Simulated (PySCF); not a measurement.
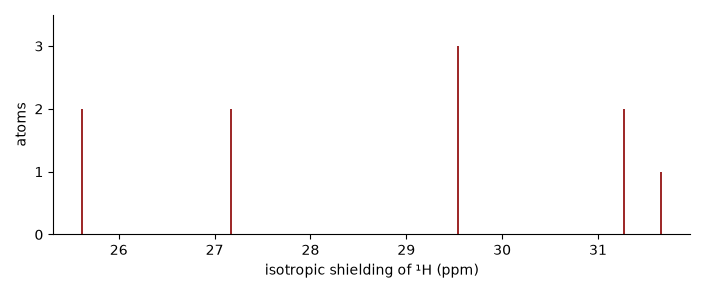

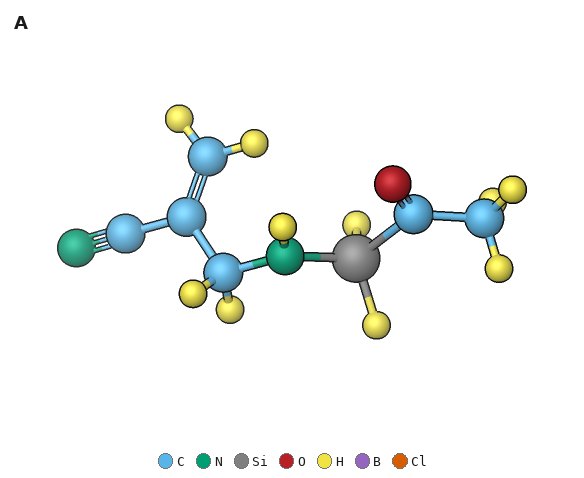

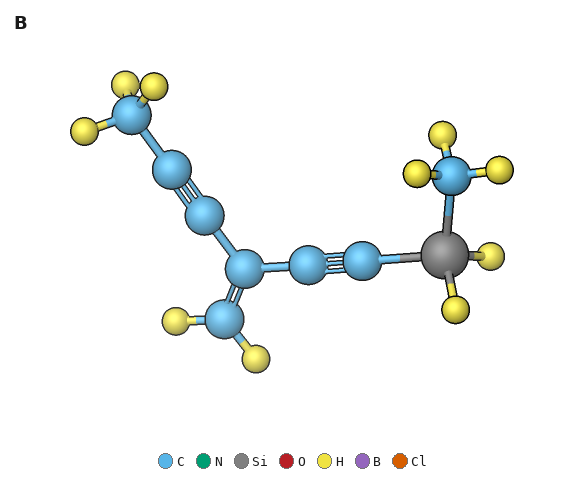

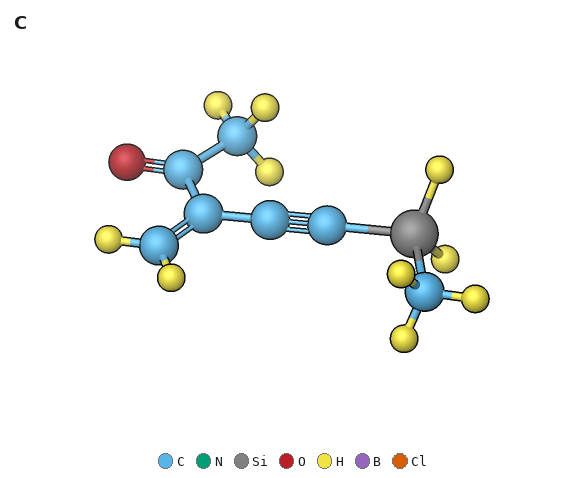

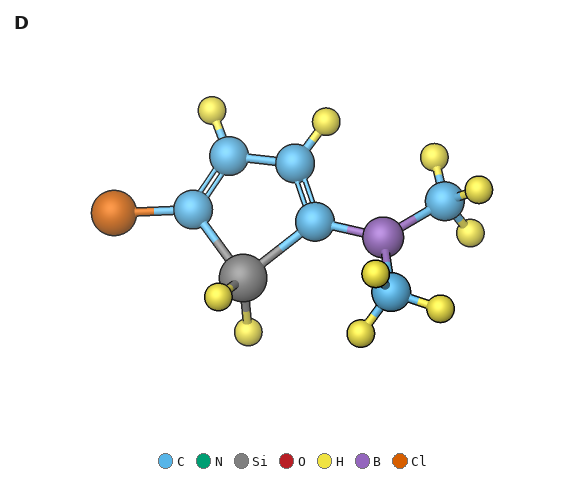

The sticks are computed shieldings of one of the molecules, for one fixed geometry (GFN2-xTB) without averaging over rotations. Low shielding means a high chemical shift. Method: GIAO PBE0/pcSseg-1 NMR shielding, non-relativistic, gas phase (PySCF 2.14.0).

**Which molecule gives this pattern?**

B, `C=C(C#CC)C#C[SiH2]C`. Its 10 H atoms give lines at 25.62 (2 atoms), 27.17 (2 atoms), 29.54 (3 atoms), 31.27 (2 atoms), 31.66 ppm.

The geometry is semi-empirical. Around B, Si such bond lengths and angles can be off by a tenth of an ångström or more and by several degrees, and values that hang on the shape move with them.
